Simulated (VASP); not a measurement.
Band structure of CrB2 (space group Fddd). Method: PBE GGA, VASP's PBE PAW potentials (set 64) (plane waves; VASP).

The moments were started parallel, and other spin orders were not tried in this run.

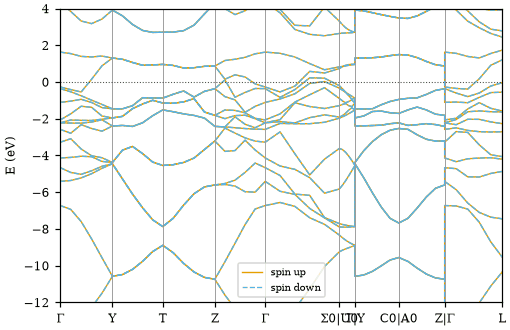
*Bands along high-symmetry lines, zero at the valence-band maximum or, without a gap, the Fermi level*

Q: Read the plot: is there a gap, and where are the band edges?

A: It has no gap at this level: it comes out as a metal or semimetal.

The structure was generated: CrB2 was put into an ordered model structure, which need not be its known phase. The cell was not relaxed at this level. The k-mesh is coarse (spacing up to 0.52 per Å, 2π included), so the numbers may not be converged in it.
